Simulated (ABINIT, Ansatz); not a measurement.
# NaI (Fm-3m): from Born charge to LO-TO splitting

Aim: work out the LO frequency and the static dielectric constant of NaI (Fm-3m) from one linear-response run, then check them.

Method: DFT LDA, scalar-relativistic, plane waves, PseudoDojo norm-conserving pseudopotentials, in ABINIT 10.8.3.

## Step 1: The relaxed structure

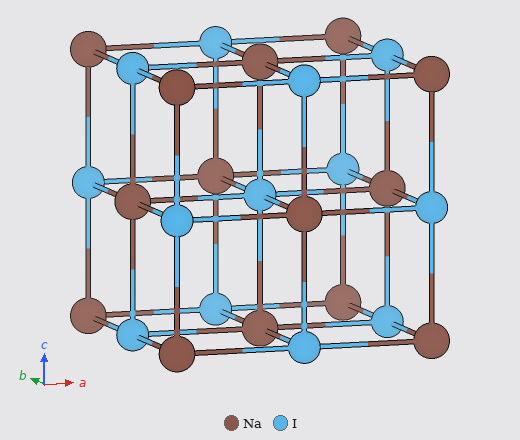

The starting structure, seen slightly off an axis (sodium brown, iodine blue). This picture shows the conventional cell, with its axes. Some periodic images of atoms are drawn too.

Coordinates:

```xyz
2
Lattice="0.0000 3.1316 3.1316 3.1316 0.0000 3.1316 3.1316 3.1316 0.0000" Properties=species:S:1:pos:R:3 pbc="T T T"
Na    0.0000    0.0000    0.0000
I     3.1316    3.1316    3.1316
```

This is the cell after its relaxation at this level of theory, not the database cell from which that began.

## Step 2: What the response run gave

A linear-response run on the relaxed cell, with the response to an electric field; only its zone-centre results are used. Cutoff 38 Ha, k mesh 4×4×4 with shifts.

Numbers of over 12 decimals in the logs are rounded to 6 here.

The log of the run:

```text
[banners, grids, parts of the stress and lines that vanish by symmetry left out]
- input  file    -> dfpt_gamma.abi
- output file    -> dfpt_gamma.abo
- root for input  files -> dfpt_gammai
[...]
DATASET    1 : space group Fm -3 m (#225); Bravais cF (face-center cubic)
[...]
nfft =      110592          nkpt =         128
[...]
DATASET    2 : space group Fm -3 m (#225); Bravais cF (face-center cubic)
[...]
nfft =      110592          nkpt =         128
[...]
== DATASET  1 ==================================================================
[...]
cutoff_energies: {ecut:  38.0, pawecutdg:  -1.0, }
[...]
- 53.00000   7.00000  180309                  znucl, zion, pspdat
[...]
Perturbation : derivative vs k along direction   1
[...]
-ETOT  1  -16.017313657844     -1.602E+01 5.125E-02 0.000E+00
 ETOT  2  -16.024647799513     -7.334E-03 3.316E-05 0.000E+00
 ETOT  3  -16.024650961307     -3.162E-06 1.167E-07 0.000E+00
 ETOT  4  -16.024650963843     -2.536E-09 5.583E-11 0.000E+00
 ETOT  5  -16.024650963846     -2.721E-12 8.597E-14 0.000E+00
[...]
At SCF step    8   max residual=  9.96E-21 < tolwfr=  1.00E-20 =>converged.
[...]
Perturbation : derivative vs k along direction   2
[...]
-ETOT  1  -16.017313657644     -1.602E+01 5.125E-02 0.000E+00
[...]
At SCF step    8   max residual=  9.96E-21 < tolwfr=  1.00E-20 =>converged.
[...]
Perturbation : derivative vs k along direction   3
[...]
-ETOT  1  -16.017313657445     -1.602E+01 5.125E-02 0.000E+00
[...]
At SCF step    8   max residual=  9.96E-21 < tolwfr=  1.00E-20 =>converged.
[...]
1        1       1.4525055353    0.0000000000
     1        2       0.7262527677    0.0000000000
     1        3       0.7262527677    0.0000000000
     2        1       0.7262527677    0.0000000000
     2        2       1.4525055354   -0.0000000000
     2        3       0.7262527677   -0.0000000000
     3        1       0.7262527677    0.0000000000
     3        2       0.7262527677   -0.0000000000
     3        3       1.4525055354   -0.0000000000
[...]
== DATASET  2 ==================================================================
[...]
cutoff_energies: {ecut:  38.0, pawecutdg:  -1.0, }
[...]
Perturbation : displacement of atom   1   along direction   1
[...]
-ETOT  1   4.410401     -1.454E+04 1.601E+01 1.444E+02
[...]
At SCF step   10       vres2   =  9.07E-13 < tolvrs=  1.00E-10 =>converged.
[...]
Perturbation : displacement of atom   2   along direction   1
[...]
-ETOT  1   1.032676     -3.089E+02 1.136E+00 7.166E+02
[...]
At SCF step    9       vres2   =  4.46E-12 < tolvrs=  1.00E-10 =>converged.
[...]
Perturbation : homogeneous electric field along direction   1
[...]
-ETOT  1  -62.058288701102     -6.206E+01 7.208E-01 6.487E+04
[...]
ETOT  9  -73.468654403098     -4.846E-12 1.243E-14 5.211E-10
 ETOT 10  -73.468654403098      2.842E-14 2.763E-16 9.976E-13
 At SCF step   10       vres2   =  9.98E-13 < tolvrs=  1.00E-10 =>converged.
[...]
Dielectric tensor, in cartesian coordinates,
[...]
1    4   1    4         3.6344832870        -0.0000000000
   1    4   2    4        -0.0000000000        -0.0000000000
   1    4   3    4        -0.0000000000        -0.0000000000
   2    4   1    4        -0.0000000000        -0.0000000000
   2    4   2    4         3.6344832870        -0.0000000000
   2    4   3    4        -0.0000000000        -0.0000000000
   3    4   1    4        -0.0000000000        -0.0000000000
   3    4   2    4        -0.0000000000        -0.0000000000
   3    4   3    4         3.6344832870        -0.0000000000
  Effective charges, in cartesian coordinates,
[...]
1    1   1    4         1.1676056135         0.0000000000
   2    1   1    4        -0.0000000000         0.0000000000
   3    1   1    4         0.0000000000         0.0000000000
   1    2   1    4        -1.1677190556         0.0000000000
   2    2   1    4        -0.0000000000         0.0000000000
[...]
Effective charges, in cartesian coordinates,
[...]
2    4   1    2         0.0000000000         0.0000000000
   3    4   1    2        -0.0000000000         0.0000000000
   1    4   2    2         0.0000000000         0.0000000000
   2    4   2    2        -1.1677190579         0.0000000000
   3    4   2    2         0.0000000000         0.0000000000
   1    4   3    2        -0.0000000000         0.0000000000
   2    4   3    2         0.0000000000         0.0000000000
   3    4   3    2        -1.1677190579         0.0000000000
  Phonon wavevector (reduced coordinates) :  0.00000  0.00000  0.00000
 Phonon energies in Hartree :
[...]
Phonon frequencies in cm-1    :
-  4.622492E+00  4.622492E+00  4.622492E+00  1.306343E+02  1.306343E+02
-  1.306343E+02
  Phonon at Gamma, with non-analyticity in the
[...]
Phonon energies in Hartree :
[...]
Phonon frequencies in cm-1    :
-  4.622492E+00  4.622492E+00  4.630369E+00  1.306343E+02  1.306343E+02
-  1.802902E+02
  Phonon at Gamma, with non-analyticity in the
[...]
Phonon energies in Hartree :
[...]
Phonon frequencies in cm-1    :
-  4.622492E+00  4.622492E+00  4.630369E+00  1.306343E+02  1.306343E+02
-  1.802902E+02
  Phonon at Gamma, with non-analyticity in the
[...]
Phonon energies in Hartree :
[...]
Phonon frequencies in cm-1    :
-  4.622492E+00  4.622492E+00  4.630369E+00  1.306343E+02  1.306343E+02
-  1.802902E+02
[...]
fcart2     0.0000000000E+00  0.0000000000E+00  0.0000000000E+00
           strten2     0.0000000000E+00  0.0000000000E+00  0.0000000000E+00
================================================================================
```

```
                       quantity    value
             cell volume Ω (Å³)   61.423
                 mass of Na (u)   22.990
                  mass of I (u)  126.904
     Born charge of Na, raw (e)    1.168
      Born charge of I, raw (e)   -1.168
                             ε∞    3.635
ω(TO) after the sum rule (cm⁻¹)    130.2
```

## Step 3: The calculation

The charges must sum to zero over the cell; taking off their mean, 0.000 e, leaves Z* = 1.168 e on Na. In the polar mode Na moves against I, so the reduced mass is μ = 22.99 × 126.90 / 149.89 = 19.464 u.

A longitudinal wave builds up a field that adds to the restoring force: ω(LO)² = ω(TO)² + 4π Z*² / (μ Ω ε∞), in Hartree atomic units. With μ = 35480 electron masses and Ω = 414.50 bohr³ the second term is 3.2054e-07 Ha², or 15440 cm⁻² (1 Ha = 219474.6 cm⁻¹).

So ω(LO) = √(16947 + 15440) = 180.0 cm⁻¹, and by the Lyddane-Sachs-Teller relation ε₀ = ε∞ (ω(LO)/ω(TO))² = 6.95.

## Step 4: Check against the program

The analysis program adds the same non-analytic term to the full matrix.

The log of the run:

```text
[banners, grids, parts of the stress and lines that vanish by symmetry left out]
-outvars_anaddb: echo values of input variables ----------------------

 Flags :
[...]
Dielectric Tensor and Effective Charges
[...]
Effective charge tensors after
[...]
Phonon wavevector (reduced coordinates) :  0.00000  0.00000  0.00000
 Phonon energies in Hartree :
[...]
Phonon energies in meV     :
-  0.000000E+00  0.000000E+00  0.000000E+00  1.614008E+01  1.614008E+01
-  1.614008E+01
 Phonon frequencies in cm-1    :
-  0.000000E+00  0.000000E+00  0.000000E+00  1.301786E+02  1.301786E+02
-  1.301786E+02
 Phonon frequencies in Thz     :
-  0.000000E+00  0.000000E+00  0.000000E+00  3.902655E+00  3.902655E+00
-  3.902655E+00
 Phonon energies in Kelvin  :
-  0.000000E+00  0.000000E+00  0.000000E+00  1.872979E+02  1.872979E+02
-  1.872979E+02
[...]
-  1  0.00000000E+00  0.00000000E+00 -1.91305381E-03
-     0.00000000E+00  0.00000000E+00  0.00000000E+00
-  2  0.00000000E+00  0.00000000E+00 -1.91305534E-03
-     0.00000000E+00  0.00000000E+00  0.00000000E+00
[...]
-  1  0.00000000E+00  1.91305381E-03  0.00000000E+00
-     0.00000000E+00  0.00000000E+00  0.00000000E+00
-  2  0.00000000E+00  1.91305534E-03  0.00000000E+00
-     0.00000000E+00  0.00000000E+00  0.00000000E+00
[...]
-  1  1.91305381E-03  0.00000000E+00  0.00000000E+00
-     0.00000000E+00  0.00000000E+00  0.00000000E+00
-  2  1.91305534E-03  0.00000000E+00  0.00000000E+00
-     0.00000000E+00  0.00000000E+00  0.00000000E+00
[...]
-  1  0.00000000E+00  0.00000000E+00 -4.49467918E-03
-     0.00000000E+00  0.00000000E+00  0.00000000E+00
-  2  0.00000000E+00  0.00000000E+00  8.14246723E-04
-     0.00000000E+00  0.00000000E+00  0.00000000E+00
[...]
-  1  0.00000000E+00 -4.49467918E-03  0.00000000E+00
-     0.00000000E+00  0.00000000E+00  0.00000000E+00
-  2  0.00000000E+00  8.14246723E-04  0.00000000E+00
-     0.00000000E+00  0.00000000E+00  0.00000000E+00
[...]
-  1  4.49467918E-03  0.00000000E+00  0.00000000E+00
-     0.00000000E+00  0.00000000E+00  0.00000000E+00
-  2 -8.14246723E-04  0.00000000E+00  0.00000000E+00
-     0.00000000E+00  0.00000000E+00  0.00000000E+00
[...]
-     1          0.000000    -0.000000     0.000001     0.000001
-     2         -0.000000    -0.000001    -0.000000     0.000001
-     3         -0.000001     0.000000    -0.000000     0.000001
-     4          0.000023    -0.000020    -1.357105     1.357105
-     5          0.000002    -1.357105     0.000020     1.357105
-     6          1.357105     0.000002     0.000023     1.357105
[...]
-   1     Real    0.0000E+00  0.0000E+00  0.0000E+00  0.0000E+00  0.0000E+00  0.0000E+00  0.0000E+00
[...]
-  2.231261E+01
 Phonon frequencies in cm-1    :
-  0.000000E+00  0.000000E+00  0.000000E+00  1.301786E+02  1.301786E+02
-  1.799634E+02
 Phonon frequencies in Thz     :
-  0.000000E+00  0.000000E+00  0.000000E+00  3.902655E+00  3.902655E+00
-  5.395166E+00
 Phonon energies in Kelvin  :
-  0.000000E+00  0.000000E+00  0.000000E+00  1.872979E+02  1.872979E+02
-  2.589271E+02
[...]
-  1  0.00000000E+00  0.00000000E+00 -1.91305381E-03
-     0.00000000E+00  0.00000000E+00  0.00000000E+00
-  2  0.00000000E+00  0.00000000E+00 -1.91305534E-03
-     0.00000000E+00  0.00000000E+00  0.00000000E+00
[...]
Phonon at Gamma, with non-analyticity in the
[...]
Phonon energies in Hartree :
[...]
Phonon energies in meV     :
-  0.000000E+00  0.000000E+00  0.000000E+00  1.614008E+01  1.614008E+01
-  2.231261E+01
 Phonon frequencies in cm-1    :
-  0.000000E+00  0.000000E+00  0.000000E+00  1.301786E+02  1.301786E+02
-  1.799634E+02
 Phonon frequencies in Thz     :
-  0.000000E+00  0.000000E+00  0.000000E+00  3.902655E+00  3.902655E+00
-  5.395166E+00
 Phonon energies in Kelvin  :
-  0.000000E+00  0.000000E+00  0.000000E+00  1.872979E+02  1.872979E+02
-  2.589271E+02
[...]
Phonon at Gamma, with non-analyticity in the
[...]
Phonon energies in Hartree :
[...]
Phonon energies in meV     :
-  0.000000E+00  0.000000E+00  0.000000E+00  1.614008E+01  1.614008E+01
-  2.231261E+01
 Phonon frequencies in cm-1    :
-  0.000000E+00  0.000000E+00  0.000000E+00  1.301786E+02  1.301786E+02
-  1.799634E+02
 Phonon frequencies in Thz     :
-  0.000000E+00  0.000000E+00  0.000000E+00  3.902655E+00  3.902655E+00
-  5.395166E+00
 Phonon energies in Kelvin  :
-  0.000000E+00  0.000000E+00  0.000000E+00  1.872979E+02  1.872979E+02
-  2.589271E+02
[...]
-  1  1.62342934E-06 -1.91304727E-03 -4.81298605E-06
-     0.00000000E+00  0.00000000E+00  0.00000000E+00
-  2  1.62367469E-06 -1.91304856E-03 -4.81274586E-06
-     0.00000000E+00  0.00000000E+00  0.00000000E+00
[...]
-  1  1.91305294E-03  1.62077936E-06  1.21971415E-06
-     0.00000000E+00  0.00000000E+00  0.00000000E+00
-  2  1.91305423E-03  1.62053665E-06  1.21947112E-06
-     0.00000000E+00  0.00000000E+00  0.00000000E+00
[...]
-  1  4.98536261E-04  2.89948824E-03 -3.39802450E-03
-     0.00000000E+00  0.00000000E+00  0.00000000E+00
-  2 -9.03137912E-05 -5.25265253E-04  6.15579044E-04
-     0.00000000E+00  0.00000000E+00  0.00000000E+00
[...]
-  1  3.63587068E-03 -2.24968041E-03 -1.38619027E-03
-     0.00000000E+00  0.00000000E+00  0.00000000E+00
-  2 -6.58666762E-04  4.07547418E-04  2.51119344E-04
-     0.00000000E+00  0.00000000E+00  0.00000000E+00
[...]
Direction                     Dielectric constant
[...]
0.00000   0.00000   1.00000      6.94595405
   1.00000   1.00000   1.00000      6.94595405
-
```

```
    quantity  by hand  program
ω(LO) (cm⁻¹)    180.0    180.0
          ε₀     6.95     6.95
```

## Step 5: Summary of results

```yaml
to_mode: 130.2 cm⁻¹
lo_mode: 180.0 cm⁻¹
static_dielectric_constant: 6.946
```

What this shows: The LO mode of NaI (Fm-3m) lies at 180 cm⁻¹, 50 cm⁻¹ above the TO mode; the formula meets the program within 0.1 cm⁻¹, as it must for a cubic crystal with one polar mode. ω(LO)² − ω(TO)² goes with Z*²/ε∞: an error of 5 % in ε∞ would move the LO mode by 2.1 cm⁻¹, and semilocal functionals tend to overestimate ε∞. These are harmonic values at zero temperature, at the volume of this functional, for the structure held cubic; stability elsewhere in the zone is no part of this calculation.

[Host names and launcher messages were left out of these logs when they were recorded.]

[Logs are printed without paths, hosts, clocks, repeated set-up lines and the standing remarks that a program may print on its own settings, such as how far it seeks lower states.]

[Hosts, paths, dates, database ids (printed as entryN), source tags and the programs' standing remarks are cut or masked in the printed files.]
